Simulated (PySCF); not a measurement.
**One shape, several levels: CH3FGeO (SMILES C[O][Ge][F])**

Aim: a comparison of 6 runs (HF/3-21G, HF/def2-SVP, B3LYP/6-31G*, CAM-B3LYP/def2-SVP, SVWN5/def2-SVP, PBE/cc-pVTZ) of CH3FGeO. 

Program for the calculation: PySCF 2.14.0.

### 1 The structure to begin with

CH3FGeO has 7 atoms, charge 0, and is taken as a singlet. SMILES: `C[O][Ge][F]`. The coordinates come from a PBE0-D4/def2-TZVP relaxation. This is one conformer, not always the lowest.

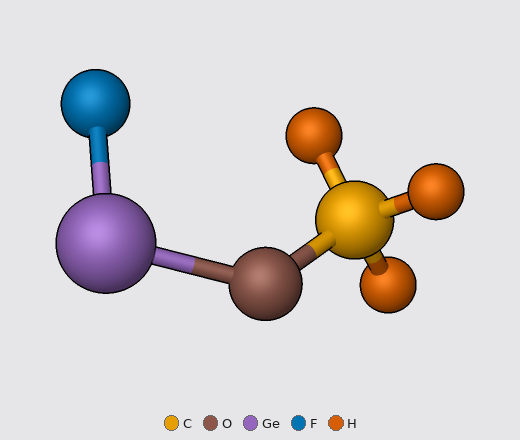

Viewed from a chosen angle; carbon amber, oxygen brown, germanium purple, fluorine blue, hydrogen orange.

### 2 Energy and gradient at HF/3-21G (run 1)

Contents of job.py:

```python
import pyscf.grad
from pyscf import gto

mol = gto.M(
    atom=[
    ('C', (-0.504800, 0.491500, 0.394900)),
    ('O', (0.412400, 0.624200, -0.671900)),
    ('Ge', (1.441700, -0.610700, -1.398400)),
    ('F', (0.967400, -1.990600, -0.400200)),
    ('H', (-0.548500, -0.532200, 0.773800)),
    ('H', (-0.208000, 1.161100, 1.206600)),
    ('H', (-1.498700, 0.788500, 0.049700)),
],
    basis='3-21g',
    charge=0,
    verbose=3,
    max_memory=1860,
)

mf = mol.RHF()
mf.conv_tol = 1e-10
mf.kernel()
if not mf.converged:
    mf = mf.newton().run(mf.mo_coeff, mf.mo_occ)

e_final = mf.e_tot
print('E(%s) = %.9f' % ('HF', e_final))
grad = mf.Gradients().kernel()
dip = mf.dip_moment()
pop, q = mf.mulliken_pop()
```

Command:

```bash
$ OMP_NUM_THREADS=1 python job.py
```

Log:

```text
converged SCF energy = -2278.16631215752
E(HF) = -2278.166312158
--------------- RHF gradients ---------------
         x                y                z
0 C     0.0177308077    -0.0042954200    -0.0182440068
1 O    -0.0277504701     0.0308876941     0.0204278314
2 Ge     0.0181428647     0.0052875003    -0.0220262306
3 F    -0.0054379064    -0.0320072423     0.0169803567
4 H    -0.0005250557    -0.0069974974     0.0027883920
5 H     0.0036194502     0.0049096134     0.0042307509
6 H    -0.0057796903     0.0022153519    -0.0041570936
----------------------------------------------
Dipole moment(X, Y, Z, Debye): -0.12524,  0.55297, -0.05024
 ** Mulliken pop  **
pop of  0 C 1s            1.98705
pop of  0 C 2s            0.36894
pop of  0 C 3s            1.01766
pop of  0 C 2px           0.50304
pop of  0 C 2py           0.57666
pop of  0 C 2pz           0.48296
pop of  0 C 3px           0.41153
pop of  0 C 3py           0.53884
pop of  0 C 3pz           0.36077
pop of  1 O 1s            1.98560
pop of  1 O 2s            0.40508
pop of  1 O 3s            1.49531
pop of  1 O 2px           0.67250
pop of  1 O 2py           0.75379
pop of  1 O 2pz           0.66303
pop of  1 O 3px           0.93292
pop of  1 O 3py           1.02117
pop of  1 O 3pz           0.92178
pop of  2 Ge 1s           1.99985
pop of  2 Ge 2s           1.99827
pop of  2 Ge 3s           1.99788
pop of  2 Ge 4s           0.92660
pop of  2 Ge 5s           0.82411
pop of  2 Ge 2px          1.99794
pop of  2 Ge 2py          1.99782
pop of  2 Ge 2pz          1.99795
pop of  2 Ge 3px          1.98240
pop of  2 Ge 3py          1.98237
pop of  2 Ge 3pz          1.98284
pop of  2 Ge 4px          0.29290
pop of  2 Ge 4py          0.25359
pop of  2 Ge 4pz          0.33114
pop of  2 Ge 5px          0.16237
pop of  2 Ge 5py          0.04678
pop of  2 Ge 5pz          0.16693
pop of  2 Ge 3dxy         1.99186
pop of  2 Ge 3dyz         1.99253
pop of  2 Ge 3dz^2        1.99838
pop of  2 Ge 3dxz         1.99560
pop of  2 Ge 3dx2-y2      1.99707
pop of  3 F 1s            1.98447
pop of  3 F 2s            0.43764
pop of  3 F 3s            1.54718
pop of  3 F 2px           0.84644
pop of  3 F 2py           0.78547
pop of  3 F 2pz           0.82242
pop of  3 F 3px           1.07216
pop of  3 F 3py           1.02450
pop of  3 F 3pz           1.05072
pop of  4 H 1s            0.48206
pop of  4 H 2s            0.32150
pop of  5 H 1s            0.48197
pop of  5 H 2s            0.32300
pop of  6 H 1s            0.48195
pop of  6 H 2s            0.32269
 ** Mulliken atomic charges  **
charge of    0C =     -0.24745
charge of    1O =     -0.85118
charge of    2Ge =      1.08281
charge of    3F =     -0.57101
charge of    4H =      0.19644
charge of    5H =      0.19503
charge of    6H =      0.19536
```

Run time: 4.2 s. Hardware: 1 thread of Intel Xeon at 2.70GHz, shared host; peak memory 0.13 GiB.

### 3 Energy and gradient at HF/def2-SVP (run 2)

Contents of calc.py:

```python
from pyscf import gto, scf

molecule = gto.M(
    atom='''
C     -0.504800     0.491500     0.394900
O      0.412400     0.624200    -0.671900
Ge     1.441700    -0.610700    -1.398400
F      0.967400    -1.990600    -0.400200
H     -0.548500    -0.532200     0.773800
H     -0.208000     1.161100     1.206600
H     -1.498700     0.788500     0.049700
''',
    charge=0,
    verbose=4,
    basis='def2-svp',
    spin=0,
    max_memory=1860,
)

mf = scf.RHF(molecule)
mf.conv_tol = 1e-10
mf.kernel()
if not mf.converged:
    mf = mf.newton().run(mf.mo_coeff, mf.mo_occ)

e_tot = mf.e_tot
print('Final energy', e_tot)
grad = mf.nuc_grad_method().kernel()
dip = mf.dip_moment()
pop, q = mf.mulliken_pop()
```

Command:

```bash
$ OMP_NUM_THREADS=1 python calc.py
```

Log:

```text
PySCF version 2.14.0

[... 65 lines left out ...]
converged SCF energy = -2288.89736997014
Final energy -2288.8973699701437
[... 13 lines left out ...]
Dipole moment(X, Y, Z, Debye): -0.02615,  0.74615, -0.22592
[... 58 lines left out ...]
pop of  2 Ge 5dz^2        0.04250
pop of  2 Ge 5dxz         0.02748
pop of  2 Ge 5dx2-y2      0.04878
pop of  3 F 1s            1.99159
pop of  3 F 2s            1.10878
pop of  3 F 3s            0.85634
pop of  3 F 2px           1.12982
pop of  3 F 2py           1.07976
pop of  3 F 2pz           1.10667
pop of  3 F 3px           0.77821
pop of  3 F 3py           0.75133
pop of  3 F 3pz           0.76166
pop of  3 F 3dxy          0.00071
pop of  3 F 3dyz          0.00133
pop of  3 F 3dz^2         0.00051
pop of  3 F 3dxz          0.00034
pop of  3 F 3dx2-y2       0.00076
pop of  4 H 1s            0.76282
pop of  4 H 2s            0.17004
pop of  4 H 2px           0.00335
pop of  4 H 2py           0.01793
pop of  4 H 2pz           0.00484
pop of  5 H 1s            0.76849
pop of  5 H 2s            0.18070
pop of  5 H 2px           0.00396
pop of  5 H 2py           0.00973
pop of  5 H 2pz           0.01084
pop of  6 H 1s            0.76847
pop of  6 H 2s            0.18059
pop of  6 H 2px           0.01513
pop of  6 H 2py           0.00547
pop of  6 H 2pz           0.00392
 ** Mulliken atomic charges  **
charge of    0C =      0.25058
charge of    1O =     -0.77209
charge of    2Ge =      0.99560
charge of    3F =     -0.56780
charge of    4H =      0.04101
charge of    5H =      0.02628
charge of    6H =      0.02641
```

Wall time 9.9 s (1 thread of Intel Xeon at 2.70GHz, shared host); peak memory 0.18 GiB.

### 4 Energy and gradient at B3LYP/6-31G(d) (Cartesian functions) (run 3)

Contents of run.py:

```python
# C[O][Ge][F]
import pyscf.grad
from pyscf import gto, dft

molecule = gto.Mole()
molecule.atom = '''
C   -0.504800   0.491500   0.394900
O    0.412400   0.624200  -0.671900
Ge   1.441700  -0.610700  -1.398400
F    0.967400  -1.990600  -0.400200
H   -0.548500  -0.532200   0.773800
H   -0.208000   1.161100   1.206600
H   -1.498700   0.788500   0.049700
'''
molecule.max_memory = 1860
molecule.basis = '6-31g*'
molecule.cart = True
molecule.verbose = 3
molecule.build()

myscf = dft.RKS(molecule)
myscf.xc = 'b3lyp'
myscf.conv_tol = 1e-10
myscf.grids.level = 5
myscf.kernel()
if not myscf.converged:
    myscf = myscf.newton().run(myscf.mo_coeff, myscf.mo_occ)

energy = myscf.e_tot
print(f'total energy: {energy:.8f} hartree')
grad = myscf.Gradients().kernel()
myscf.analyze()
```

Command:

```bash
$ OMP_NUM_THREADS=1 python run.py
```

Log:

```text
converged SCF energy = -2291.79674131211
[... 17 lines left out ...]
MO #6   energy= -24.6567655508277  occ= 2
[... 7 lines left out ...]
MO #14  energy= -1.23559753055322  occ= 2
[... 7 lines left out ...]
MO #22  energy= -0.452585831725707 occ= 2
[... 7 lines left out ...]
MO #30  energy= -0.0719020550484555 occ= 0
[... 7 lines left out ...]
MO #38  energy= 0.187212997756927  occ= 0
[... 7 lines left out ...]
MO #46  energy= 0.602318104165684  occ= 0
[... 7 lines left out ...]
MO #54  energy= 1.07362780674023   occ= 0
[... 7 lines left out ...]
MO #62  energy= 1.62474464408413   occ= 0
[... 7 lines left out ...]
MO #70  energy= 2.15434499600515   occ= 0
[... 7 lines left out ...]
MO #78  energy= 3.31533992143827   occ= 0
[... 7 lines left out ...]
MO #86  energy= 86.7479801627093   occ= 0
[... 8 lines left out ...]
Dipole moment(X, Y, Z, Debye): -0.21048,  0.64438,  0.01499
```

Run time: 50 s. Hardware: 1 thread of Intel Xeon at 2.70GHz, shared host; peak memory 0.84 GiB.

Runs 4 to 5 aren't shown in full; the table further down has their settings and results.

### 5 Energy and gradient at PBE/cc-pVTZ (run 6)

Contents of start.xyz:

```xyz
7

C     -0.504800     0.491500     0.394900
O      0.412400     0.624200    -0.671900
Ge     1.441700    -0.610700    -1.398400
F      0.967400    -1.990600    -0.400200
H     -0.548500    -0.532200     0.773800
H     -0.208000     1.161100     1.206600
H     -1.498700     0.788500     0.049700
```

Contents of job.py:

```python
from pyscf import gto, dft

mol = gto.M(
    atom='start.xyz',
    max_memory=1860,
    basis='cc-pvtz',
    spin=0,
    verbose=4,
)

mf = dft.RKS(mol)
mf.xc = 'pbe'
mf.grids.level = 5
mf.conv_tol = 1e-10
mf.kernel()
if not mf.converged:
    mf = mf.newton().run(mf.mo_coeff, mf.mo_occ)

e_tot = mf.e_tot
print('E = %.10f Eh' % e_tot)
grad = mf.nuc_grad_method().kernel()
dip = mf.dip_moment()
pop, q = mf.mulliken_pop()
```

Command:

```bash
$ OMP_NUM_THREADS=1 python job.py
```

Log:

```text
PySCF version 2.14.0

[... 82 lines left out ...]
converged SCF energy = -2291.61951441205
[... 15 lines left out ...]
Dipole moment(X, Y, Z, Debye): -0.16965,  0.77931, -0.07558
[... 144 lines left out ...]
pop of  4 H 3dyz          0.00071
pop of  4 H 3dz^2         0.00028
pop of  4 H 3dxz          0.00011
pop of  4 H 3dx2-y2       0.00044
pop of  5 H 1s            0.27829
pop of  5 H 2s            0.47301
pop of  5 H 3s            0.12264
pop of  5 H 2px           0.00132
pop of  5 H 2py           0.00302
pop of  5 H 2pz           0.00393
pop of  5 H 3px           0.00692
pop of  5 H 3py           0.00862
pop of  5 H 3pz           0.00552
pop of  5 H 3dxy          0.00024
pop of  5 H 3dyz          0.00042
pop of  5 H 3dz^2         0.00066
pop of  5 H 3dxz          0.00047
pop of  5 H 3dx2-y2       0.00046
pop of  6 H 1s            0.27831
pop of  6 H 2s            0.47295
pop of  6 H 3s            0.12258
pop of  6 H 2px           0.00537
pop of  6 H 2py           0.00154
pop of  6 H 2pz           0.00137
pop of  6 H 3px           0.00453
pop of  6 H 3py           0.01110
pop of  6 H 3pz           0.00541
pop of  6 H 3dxy          0.00065
pop of  6 H 3dyz          0.00018
pop of  6 H 3dz^2         0.00027
pop of  6 H 3dxz          0.00056
pop of  6 H 3dx2-y2       0.00058
 ** Mulliken atomic charges  **
charge of    0C =     -0.11057
charge of    1O =     -0.32996
charge of    2Ge =      0.52382
charge of    3F =     -0.34830
charge of    4H =      0.07593
charge of    5H =      0.09448
charge of    6H =      0.09460
```

Run time: 3 min. Hardware: 1 thread of Intel Xeon at 2.70GHz, shared host; peak memory 2.3 GiB.

### 6 All runs side by side

```
run                               level  Cartesian functions  integration grid   energy (Eh)  dipole moment (D)  HOMO energy (eV)  LUMO energy (eV)  wall time
  1                            HF/3-21G                   no                 –  -2278.166312               0.57            -10.44              1.33      4.2 s
  2                         HF/def2-SVP                   no                 –  -2288.897370               0.78            -10.87              1.19      9.9 s
  3  B3LYP/6-31G* (Cartesian functions)                  yes                 5  -2291.796741               0.68             -7.80             -1.96       50 s
  4                  CAM-B3LYP/def2-SVP                   no                 5  -2291.655628               0.73             -9.43             -0.71       52 s
  5                      SVWN5/def2-SVP                   no                 5  -2286.922255               0.82             -6.91             -2.70       25 s
  6                         PBE/cc-pVTZ                   no                 5  -2291.619514               0.80             -6.86             -2.65      3 min
```

### 7 What came out

```
                       quantity           value
            run 6: total energy  -2291.61951 Eh
           run 6: dipole moment          0.80 D
             run 6: HOMO energy        -6.86 eV
             run 6: LUMO energy        -2.65 eV
           run 6: HOMO–LUMO gap         4.21 eV
run 6: largest force on an atom      0.740 eV/Å
```

The dipole moment (its size) runs from 0.57 D (HF/3-21G) to 0.82 D (SVWN5/def2-SVP). The two ends differ in method and basis. The HOMO–LUMO gap runs from 4.21 eV (PBE/cc-pVTZ) to 12.05 eV (HF/def2-SVP). Totals of different functionals can't be ranked against each other. All runs together took 5.4 min, the longest 3 min.
